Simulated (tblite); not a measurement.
## Geometry relaxation of C7H6FSi

- system: C7H6FSi, multiplicity 2
- method: GFN2-xTB geometry optimisation, gas phase (tblite 0.8.0)

It belongs to a series of runs on one base structure; here: H removed from Si.

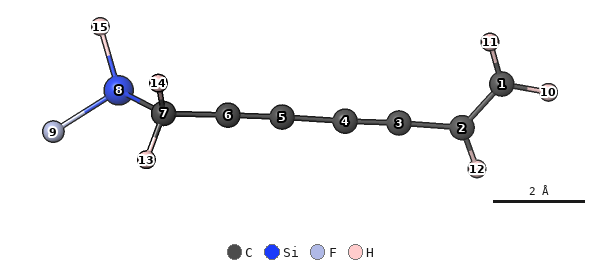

The input geometry (ball-and-stick view, seen on its broad side; atoms are numbered from 1 in the order of the input).

**Results in brief**

| quantity | value |
| --- | --- |
| outcome | converged |
| total energy | −662.6352 eV |
| hardware | 1 CPU thread, shared host |
| wall time | 0.71 s |
| peak memory | 0.18 GiB |

**The input**
```
{"job": {"kind": "relax", "xc": "GFN2-xTB", "basis": "xTB"}, "charge": 0, "multiplicity": 2}
C      4.503200    -0.600800    -0.249100
C      3.590100     0.246400    -0.697100
C      2.186300     0.051700    -0.532800
C      0.981100    -0.097200    -0.438100
C     -0.420800    -0.279200    -0.278200
C     -1.633100    -0.432500    -0.183300
C     -3.078100    -0.609200    -0.083400
Si    -3.733700     0.331400     1.367700
F     -5.243200     0.959600     0.897100
H      5.540800    -0.344900    -0.420600
H      4.262500    -1.503500     0.262200
H      3.899800     1.144300    -1.201400
H     -3.601700    -0.182300    -0.977200
H     -3.275700    -1.707500    -0.052900
H     -3.981900    -0.473800     2.565300
```

The first line tells a small driver script what to run in tblite; the rest is the geometry in Å.

Command:
```bash
OMP_NUM_THREADS=1 python <driver script> task.json out
```

**Log**
```
step      E/eV     max force
  0    -662.25620    2.077
  1    -662.40043    2.370
  2    -662.43061    2.400
  3    -662.48894    0.532
  4    -662.50761    0.583
  5    -662.53052    1.601
  6    -662.54774    0.606
  7    -662.55667    0.389
  8    -662.56474    0.329
  9    -662.57166    0.268
 10    -662.57466    0.134
 11    -662.57601    0.094
 12    -662.57699    0.099
 13    -662.57787    0.105
 14    -662.57850    0.058
 15    -662.57888    0.051
 16    -662.57922    0.056
 17    -662.57971    0.073
 18    -662.58035    0.077
 19    -662.58101    0.065
 20    -662.58156    0.063
 21    -662.58211    0.070
 22    -662.58277    0.083
 23    -662.58352    0.074
 24    -662.58419    0.062
 25    -662.58468    0.049
 26    -662.58505    0.046
 27    -662.58550    0.070
 28    -662.58611    0.081
 29    -662.58677    0.071
 30    -662.58729    0.059
 31    -662.58767    0.060
 32    -662.58799    0.053
 33    -662.58837    0.063
 34    -662.58900    0.075
 35    -662.58997    0.089
 36    -662.59122    0.085
 37    -662.59236    0.073
 38    -662.59305    0.057
 39    -662.59363    0.059
 40    -662.59418    0.090
 41    -662.59508    0.086
 42    -662.59588    0.069
 43    -662.59700    0.076
 44    -662.59774    0.101
 45    -662.60043    0.148
 46    -662.60316    0.144
 47    -662.60578    0.208
 48    -662.60594    0.175
 49    -662.60821    0.097
 50    -662.60913    0.126
 51    -662.61141    0.170
 52    -662.61303    0.121
 53    -662.61469    0.122
 54    -662.61530    0.083
 55    -662.61613    0.066
 56    -662.61679    0.084
 57    -662.61824    0.079
 58    -662.61868    0.061
 59    -662.61930    0.050
 60    -662.61969    0.053
 61    -662.62009    0.057
 62    -662.62032    0.103
 63    -662.62062    0.048
 64    -662.62087    0.038
 65    -662.62123    0.065
 66    -662.62181    0.091
 67    -662.62260    0.091
 68    -662.62336    0.059
 69    -662.62399    0.041
 70    -662.62442    0.053
 71    -662.62458    0.055
 72    -662.62477    0.042
 73    -662.62489    0.036
 74    -662.62504    0.032
 75    -662.62531    0.052
 76    -662.62557    0.057
 77    -662.62586    0.046
 78    -662.62608    0.050
 79    -662.62640    0.059
 80    -662.62689    0.099
 81    -662.62754    0.111
 82    -662.62816    0.071
 83    -662.62856    0.047
 84    -662.62879    0.061
 85    -662.62904    0.100
 86    -662.62937    0.071
 87    -662.62989    0.037
 88    -662.63001    0.038
 89    -662.63032    0.046
 90    -662.63066    0.060
 91    -662.63130    0.055
 92    -662.63189    0.048
 93    -662.63229    0.048
 94    -662.63253    0.046
 95    -662.63278    0.036
 96    -662.63307    0.040
 97    -662.63333    0.035
 98    -662.63354    0.037
 99    -662.63375    0.035
100    -662.63400    0.037
101    -662.63421    0.036
102    -662.63437    0.036
103    -662.63452    0.029
104    -662.63466    0.026
105    -662.63480    0.024
106    -662.63492    0.026
107    -662.63498    0.054
108    -662.63503    0.028
109    -662.63507    0.027
110    -662.63512    0.017
111    -662.63514    0.023
112    -662.63515    0.011
113    -662.63516    0.010
```

**Trajectory as extended XYZ (Å, eV, eV/Å), 14 of the 114 frames kept, from step=0 to step=113**
```
15
Properties=species:S:1:pos:R:3:forces:R:3 step=0 energy=-662.25620
C     4.5032   -0.6008   -0.2491    0.5090   0.3750  -0.2230
C     3.5901    0.2464   -0.6971   -1.1570  -0.1640   0.1910
C     2.1863    0.0517   -0.5328   -0.1600   0.0390  -0.1060
C     0.9811   -0.0972   -0.4381   -1.7590  -0.2420   0.3390
C    -0.4208   -0.2792   -0.2782    0.5980   0.0890  -0.2100
C    -1.6331   -0.4325   -0.1833    1.5010   0.1690  -0.4510
C    -3.0781   -0.6092   -0.0834    0.6390  -0.5680  -1.3310
Si   -3.7337    0.3314    1.3677   -1.5880   0.8640   1.0230
F    -5.2432    0.9596    0.8971    1.1520  -0.6150   0.3830
H     5.5408   -0.3449   -0.4206   -0.0450  -0.3170   0.1650
H     4.2625   -1.5035    0.2622   -0.0270  -0.3070   0.1710
H     3.8998    1.1443   -1.2014   -0.1250   0.2490  -0.1490
H    -3.6017   -0.1823   -0.9772    0.5890  -0.4300   0.3310
H    -3.2757   -1.7075   -0.0529   -0.0490   0.6510   0.0240
H    -3.9819   -0.4738    2.5653   -0.0780   0.2080  -0.1570
15
Properties=species:S:1:pos:R:3:forces:R:3 step=9 energy=-662.57166
C     4.4769   -0.5915   -0.2518   -0.0990   0.0380  -0.0180
C     3.5312    0.2400   -0.6847   -0.0290   0.0080  -0.0100
C     2.1487    0.0419   -0.5366    0.2600  -0.0360   0.0270
C     0.9522   -0.1051   -0.4155   -0.2600  -0.0570  -0.0280
C    -0.3889   -0.2738   -0.3069    0.1070   0.0060  -0.0150
C    -1.5853   -0.4389   -0.2497   -0.0600   0.0090   0.0930
C    -3.0104   -0.5795   -0.1050    0.1320   0.0920   0.0420
Si   -3.7350    0.3574    1.4106    0.1180  -0.0240  -0.0380
F    -5.1954    0.8890    0.9216   -0.0390  -0.0660  -0.0080
H     5.5159   -0.3724   -0.4068    0.1220   0.0350  -0.0220
H     4.2580   -1.5088    0.2651   -0.1110  -0.0320   0.0240
H     3.8067    1.1522   -1.2041   -0.0140   0.0070   0.0040
H    -3.4962   -0.2075   -1.0065   -0.0700   0.1080  -0.1210
H    -3.2559   -1.6403   -0.0263   -0.0230  -0.1010   0.0730
H    -4.0268   -0.4605    2.5746   -0.0350   0.0120  -0.0030
15
Properties=species:S:1:pos:R:3:forces:R:3 step=17 energy=-662.57971
C     4.4749   -0.5880   -0.2533   -0.0220  -0.0060   0.0070
C     3.5310    0.2431   -0.6864   -0.0150   0.0220  -0.0140
C     2.1552    0.0253   -0.5272    0.0480   0.0240  -0.0280
C     0.9550   -0.1162   -0.4291   -0.0610  -0.0220   0.0090
C    -0.3831   -0.2800   -0.3123    0.0570  -0.0130  -0.0080
C    -1.5793   -0.4358   -0.2374   -0.0240  -0.0060  -0.0040
C    -3.0030   -0.5680   -0.1060    0.0390   0.0200   0.0230
Si   -3.7225    0.3613    1.4103    0.0050   0.0280   0.0130
F    -5.1965    0.8526    0.9204   -0.0650  -0.0120  -0.0300
H     5.5183   -0.3775   -0.4037    0.0460   0.0000   0.0020
H     4.2288   -1.4997    0.2621   -0.0020  -0.0470   0.0250
H     3.7943    1.1582   -1.2045    0.0040   0.0280  -0.0130
H    -3.4869   -0.1918   -1.0111   -0.0100   0.0380  -0.0210
H    -3.2555   -1.6286   -0.0143   -0.0140  -0.0370   0.0010
H    -4.0351   -0.4526    2.5706    0.0140  -0.0140   0.0360
15
Properties=species:S:1:pos:R:3:forces:R:3 step=26 energy=-662.58505
C     4.4699   -0.5866   -0.2515   -0.0080  -0.0090   0.0000
C     3.5393    0.2538   -0.6970   -0.0170   0.0010  -0.0060
C     2.1623    0.0332   -0.5525    0.0060  -0.0150   0.0020
C     0.9682   -0.1487   -0.4427   -0.0420   0.0040   0.0060
C    -0.3692   -0.3134   -0.3207    0.0110   0.0230   0.0090
C    -1.5680   -0.4371   -0.2224   -0.0250   0.0120   0.0120
C    -2.9934   -0.5438   -0.0938    0.0100   0.0090   0.0100
Si   -3.7493    0.3745    1.4116    0.0280   0.0330   0.0100
F    -5.2450    0.7707    0.8960   -0.0240  -0.0310   0.0130
H     5.5201   -0.3963   -0.3839    0.0190   0.0390  -0.0050
H     4.2038   -1.4964    0.2592   -0.0060  -0.0320   0.0080
H     3.8039    1.1730   -1.2073    0.0450  -0.0060  -0.0080
H    -3.4679   -0.1444   -0.9951    0.0150  -0.0200  -0.0330
H    -3.2660   -1.6011   -0.0102   -0.0120  -0.0140  -0.0370
H    -4.0132   -0.4351    2.5883    0.0010   0.0060   0.0190
15
Properties=species:S:1:pos:R:3:forces:R:3 step=35 energy=-662.58997
C     4.4654   -0.5943   -0.2475    0.0100  -0.0150  -0.0090
C     3.5428    0.2450   -0.7085   -0.0090   0.0250  -0.0080
C     2.1646    0.0341   -0.5796   -0.0150  -0.0390   0.0280
C     0.9734   -0.1505   -0.4467   -0.0760   0.0080   0.0290
C    -0.3635   -0.3077   -0.3096   -0.0140   0.0200  -0.0070
C    -1.5617   -0.4265   -0.1958   -0.0670  -0.0200  -0.0240
C    -2.9913   -0.5240   -0.0962    0.0120   0.0340   0.0290
Si   -3.7715    0.3911    1.4046   -0.0160  -0.0540  -0.0470
F    -5.3039    0.6548    0.9070    0.0060  -0.0140   0.0120
H     5.5133   -0.3879   -0.3597    0.0890  -0.0010  -0.0080
H     4.1980   -1.5091    0.2503   -0.0170  -0.0550   0.0420
H     3.8272    1.1607   -1.2109    0.0140   0.0600  -0.0360
H    -3.4376   -0.1145   -1.0085    0.0070   0.0090   0.0070
H    -3.2845   -1.5786   -0.0356    0.0370   0.0180   0.0080
H    -3.9752   -0.3902    2.6148    0.0410   0.0230  -0.0150
15
Properties=species:S:1:pos:R:3:forces:R:3 step=43 energy=-662.59700
C     4.4708   -0.6063   -0.2493    0.0010  -0.0200   0.0360
C     3.5446    0.2273   -0.7157    0.0030  -0.0010   0.0140
C     2.1656    0.0084   -0.5809   -0.0100   0.0520   0.0160
C     0.9686   -0.1217   -0.4297   -0.0080  -0.0230  -0.0050
C    -0.3704   -0.2659   -0.2946    0.0220  -0.0220   0.0000
C    -1.5668   -0.4063   -0.1850   -0.0170   0.0490  -0.0050
C    -2.9973   -0.4993   -0.1130    0.0230   0.0270   0.0090
Si   -3.8107    0.4013    1.3765    0.0100  -0.0240  -0.0220
F    -5.3816    0.4868    0.9407    0.0240  -0.0270   0.0040
H     5.5226   -0.3996   -0.3349    0.0200   0.0260  -0.0690
H     4.2010   -1.5216    0.2473   -0.0240  -0.0540   0.0470
H     3.8258    1.1441   -1.2217   -0.0180   0.0130  -0.0020
H    -3.4141   -0.0743   -1.0326   -0.0420  -0.0430   0.0110
H    -3.2859   -1.5564   -0.0695   -0.0180   0.0400  -0.0080
H    -3.8765   -0.3140    2.6406    0.0330   0.0080  -0.0250
15
Properties=species:S:1:pos:R:3:forces:R:3 step=52 energy=-662.61303
C     4.4696   -0.6343   -0.2394    0.0150   0.0110   0.0150
C     3.5378    0.2030   -0.6892    0.0040  -0.0290  -0.0170
C     2.1594    0.0058   -0.5260   -0.0160   0.0520   0.0000
C     0.9568   -0.0928   -0.3975    0.0200   0.0030   0.0250
C    -0.3844   -0.2141   -0.2745    0.0120  -0.0160  -0.0180
C    -1.5869   -0.3206   -0.2036   -0.0090  -0.0100  -0.0370
C    -3.0136   -0.4460   -0.1582   -0.0160   0.0010   0.0190
Si   -3.8552    0.4184    1.3303   -0.0650  -0.0130   0.0290
F    -5.4447    0.2041    1.0100    0.1050  -0.0130   0.0580
H     5.5169   -0.4313   -0.3788    0.0250  -0.0100  -0.0240
H     4.2190   -1.5409    0.2862   -0.0330   0.0230   0.0020
H     3.8124    1.1063   -1.2257    0.0000  -0.0230   0.0370
H    -3.4377   -0.0489   -1.0853   -0.0050   0.0100  -0.0130
H    -3.2753   -1.5091   -0.1084   -0.0160  -0.0170  -0.0010
H    -3.6786   -0.1973    2.6381   -0.0210   0.0330  -0.0730
15
Properties=species:S:1:pos:R:3:forces:R:3 step=61 energy=-662.62009
C     4.4663   -0.6561   -0.2306    0.0020  -0.0010   0.0100
C     3.5341    0.1866   -0.6700    0.0010   0.0060   0.0070
C     2.1533    0.0231   -0.4844   -0.0540  -0.0030   0.0090
C     0.9481   -0.0642   -0.3620    0.0460   0.0040  -0.0090
C    -0.3973   -0.1754   -0.2627   -0.0450  -0.0050  -0.0100
C    -1.6037   -0.2736   -0.2321    0.0380   0.0000   0.0120
C    -3.0313   -0.4054   -0.2037    0.0060  -0.0310  -0.0320
Si   -3.8971    0.4341    1.2861   -0.0050  -0.0380   0.0420
F    -5.4447   -0.0649    1.1319    0.0430   0.0220  -0.0090
H     5.5130   -0.4743   -0.4124   -0.0450  -0.0160   0.0150
H     4.2163   -1.5470    0.3216   -0.0160   0.0080  -0.0100
H     3.8173    1.0766   -1.2219   -0.0100   0.0130  -0.0090
H    -3.4470   -0.0181   -1.1396    0.0080  -0.0110   0.0150
H    -3.2899   -1.4703   -0.1446    0.0120   0.0150  -0.0340
H    -3.5418   -0.0689    2.6026    0.0180   0.0350   0.0000
15
Properties=species:S:1:pos:R:3:forces:R:3 step=70 energy=-662.62442
C     4.4400   -0.6646   -0.2173    0.0110  -0.0140  -0.0130
C     3.5265    0.1972   -0.6593    0.0050  -0.0070   0.0090
C     2.1450    0.0510   -0.4690   -0.0520  -0.0080  -0.0090
C     0.9407   -0.0495   -0.3508    0.0420   0.0060  -0.0250
C    -0.4045   -0.1681   -0.2700   -0.0300   0.0070   0.0270
C    -1.6097   -0.2747   -0.2409    0.0280   0.0010  -0.0260
C    -3.0372   -0.4059   -0.2326   -0.0010  -0.0210  -0.0260
Si   -3.8919    0.4169    1.2730   -0.0260   0.0060  -0.0020
F    -5.4049   -0.1932    1.2047    0.0360   0.0130   0.0110
H     5.4897   -0.5163   -0.4073   -0.0200   0.0110   0.0190
H     4.1683   -1.5472    0.3379   -0.0190   0.0120   0.0000
H     3.8216    1.0778   -1.2201   -0.0010   0.0010   0.0120
H    -3.4411    0.0086   -1.1625    0.0090  -0.0110   0.0200
H    -3.2985   -1.4712   -0.2110   -0.0010   0.0200   0.0150
H    -3.4484    0.0417    2.6032    0.0180  -0.0150  -0.0120
15
Properties=species:S:1:pos:R:3:forces:R:3 step=78 energy=-662.62608
C     4.4225   -0.6734   -0.2112    0.0050   0.0150   0.0190
C     3.5195    0.1985   -0.6536    0.0010   0.0060   0.0030
C     2.1378    0.0603   -0.4652   -0.0070   0.0090  -0.0190
C     0.9333   -0.0353   -0.3547   -0.0070  -0.0020   0.0270
C    -0.4103   -0.1534   -0.2593   -0.0130  -0.0060  -0.0480
C    -1.6140   -0.2759   -0.2649   -0.0090   0.0170   0.0240
C    -3.0407   -0.4069   -0.2512   -0.0080  -0.0030  -0.0050
Si   -3.8833    0.4154    1.2630    0.0110   0.0040   0.0020
F    -5.3726   -0.2513    1.2539    0.0150   0.0050   0.0130
H     5.4729   -0.5296   -0.3962    0.0100  -0.0180   0.0250
H     4.1364   -1.5481    0.3489    0.0090  -0.0100  -0.0190
H     3.8234    1.0791   -1.2090    0.0010   0.0040  -0.0080
H    -3.4459    0.0101   -1.1782   -0.0080  -0.0120  -0.0040
H    -3.3034   -1.4710   -0.2280   -0.0050   0.0030   0.0100
H    -3.3800    0.0840    2.5840    0.0060  -0.0130  -0.0180
15
Properties=species:S:1:pos:R:3:forces:R:3 step=87 energy=-662.62989
C     4.3824   -0.6799   -0.1853    0.0050   0.0100   0.0170
C     3.5076    0.2134   -0.6421   -0.0020  -0.0010  -0.0050
C     2.1204    0.0892   -0.4853   -0.0070  -0.0080   0.0030
C     0.9176   -0.0179   -0.3666    0.0060   0.0000  -0.0220
C    -0.4264   -0.1421   -0.2901    0.0080   0.0000  -0.0260
C    -1.6284   -0.2772   -0.2988   -0.0030   0.0070  -0.0180
C    -3.0542   -0.4115   -0.2822    0.0010  -0.0090  -0.0060
Si   -3.8474    0.4213    1.2512    0.0090  -0.0100   0.0100
F    -5.2965   -0.3185    1.3568   -0.0310   0.0020   0.0210
H     5.4419   -0.5565   -0.3294   -0.0040  -0.0040  -0.0020
H     4.0597   -1.5577    0.3495    0.0140  -0.0070   0.0020
H     3.8362    1.0939   -1.1830    0.0120   0.0060   0.0130
H    -3.4667   -0.0086   -1.2116   -0.0070   0.0040   0.0130
H    -3.3179   -1.4745   -0.2391    0.0030   0.0000  -0.0010
H    -3.2329    0.1288    2.5342   -0.0050   0.0120   0.0010
15
Properties=species:S:1:pos:R:3:forces:R:3 step=96 energy=-662.63307
C     4.3506   -0.6842   -0.1524    0.0100   0.0070   0.0100
C     3.5008    0.2280   -0.6194   -0.0010  -0.0130  -0.0190
C     2.1084    0.1105   -0.5068    0.0030  -0.0060  -0.0070
C     0.9030   -0.0047   -0.4298   -0.0020   0.0010   0.0020
C    -0.4407   -0.1375   -0.3608    0.0050   0.0060  -0.0240
C    -1.6419   -0.2806   -0.3587   -0.0180  -0.0030   0.0090
C    -3.0665   -0.4282   -0.3048   -0.0100  -0.0020  -0.0080
Si   -3.8096    0.4121    1.2518    0.0240   0.0280  -0.0150
F    -5.2422   -0.3322    1.4764   -0.0110  -0.0260  -0.0160
H     5.4154   -0.5727   -0.2652   -0.0110  -0.0020   0.0110
H     4.0009   -1.5676    0.3564    0.0210   0.0030  -0.0060
H     3.8569    1.1141   -1.1333   -0.0040   0.0010   0.0160
H    -3.5066   -0.0290   -1.2230   -0.0130  -0.0070   0.0130
H    -3.3185   -1.4938   -0.2532   -0.0030   0.0140   0.0030
H    -3.1146    0.1681    2.5010    0.0100   0.0010   0.0300
15
Properties=species:S:1:pos:R:3:forces:R:3 step=104 energy=-662.63466
C     4.3528   -0.6819   -0.1421    0.0110   0.0040   0.0030
C     3.5004    0.2231   -0.6188    0.0090  -0.0010   0.0090
C     2.1073    0.0930   -0.5355    0.0150   0.0050   0.0030
C     0.9001   -0.0119   -0.4745   -0.0010   0.0030   0.0050
C    -0.4438   -0.1393   -0.4064   -0.0060  -0.0080   0.0020
C    -1.6450   -0.2783   -0.3731   -0.0020  -0.0110  -0.0090
C    -3.0676   -0.4289   -0.2955   -0.0090   0.0060  -0.0070
Si   -3.7941    0.4198    1.2639   -0.0040  -0.0140   0.0220
F    -5.2411   -0.3061    1.4675    0.0110  -0.0010  -0.0100
H     5.4179   -0.5527   -0.2315   -0.0100   0.0020   0.0140
H     4.0092   -1.5769    0.3508    0.0050   0.0110  -0.0230
H     3.8565    1.1246   -1.1059    0.0000  -0.0190  -0.0070
H    -3.5256   -0.0370   -1.2078   -0.0130  -0.0030   0.0000
H    -3.3152   -1.4950   -0.2327   -0.0050   0.0150   0.0040
H    -3.1162    0.1499    2.5194   -0.0010   0.0100  -0.0050
15
Properties=species:S:1:pos:R:3:forces:R:3 step=113 energy=-662.63516
C     4.3468   -0.6823   -0.1344    0.0010   0.0000   0.0020
C     3.4988    0.2253   -0.6137   -0.0010  -0.0020  -0.0040
C     2.1047    0.0963   -0.5404   -0.0020  -0.0040   0.0010
C     0.8971   -0.0104   -0.4853    0.0020  -0.0050   0.0000
C    -0.4473   -0.1408   -0.4206   -0.0050  -0.0010   0.0000
C    -1.6487   -0.2816   -0.3910    0.0020   0.0050   0.0020
C    -3.0714   -0.4272   -0.3016    0.0000   0.0000   0.0020
Si   -3.7837    0.4188    1.2666   -0.0080  -0.0030   0.0020
F    -5.2175   -0.3290    1.4845    0.0090   0.0030   0.0010
H     5.4128   -0.5536   -0.2108   -0.0060   0.0030   0.0020
H     3.9972   -1.5804    0.3476    0.0040   0.0020  -0.0020
H     3.8603    1.1260   -1.0977   -0.0040  -0.0010   0.0020
H    -3.5396   -0.0359   -1.2091    0.0030   0.0030   0.0030
H    -3.3233   -1.4917   -0.2337    0.0030  -0.0010  -0.0030
H    -3.0905    0.1689    2.5177    0.0000   0.0010  -0.0080
```

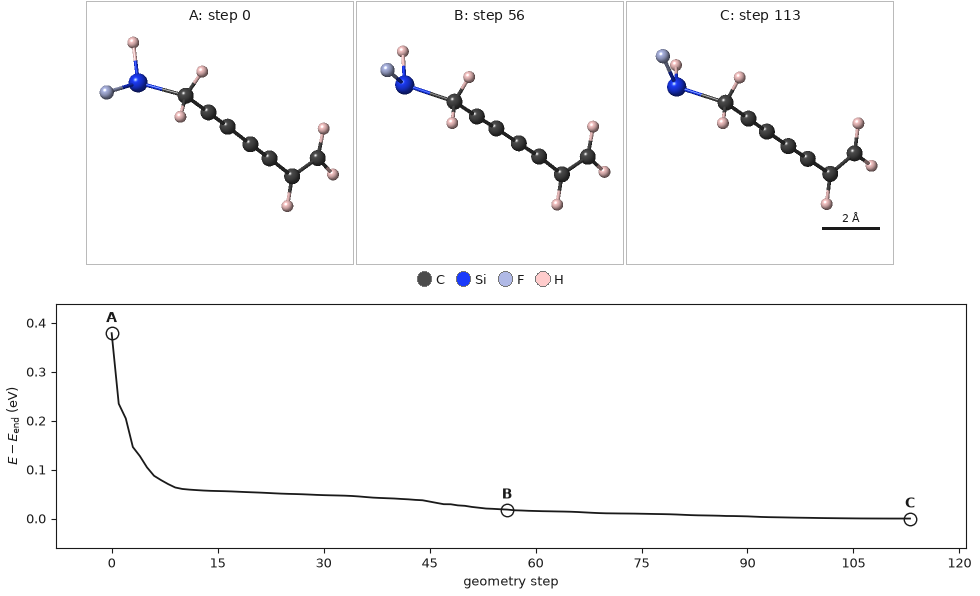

Frames of the relaxation (ball-and-stick view, seen at a tilt) above the curves, on which the letters mark them (steps are counted from 0).

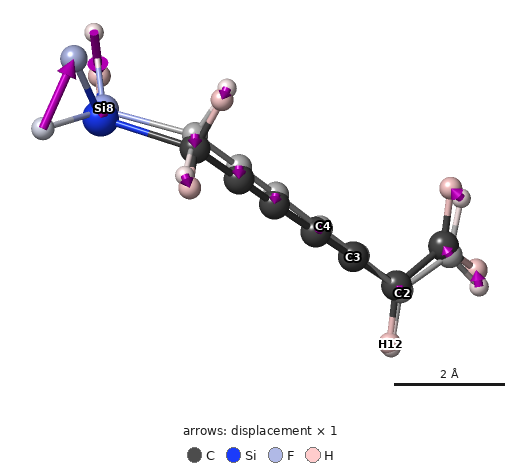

Start (faint) and end (solid) with the displacements as pink arrows, at true length (ball-and-stick view, seen at a tilt). The two geometries are laid on each other by the best rigid fit. The energy falls by 0.379 eV in 113 geometry steps. The largest force component goes from 1.8 to 0.009 eV/Å. The largest move after the best rigid fit is that of F9, 1.40 Å. Largest moves by element: F 1.40 Å, H 1.15 Å, C 0.26 Å, Si 0.17 Å. Among the contacts that change: C4–C5 1.423 → 1.352 Å, Si8–F9 1.701 → 1.632 Å, C7–Si8 1.849 → 1.919 Å, C7–H13 1.120 → 1.094 Å. Among the angles that change: Si8–C7–H14 114.6° → 107.0°, Si8–C7–H13 105.5° → 111.2°, C2–C1–H10 117.2° → 121.6°. (Atoms are counted from 1 in the order of the input.)
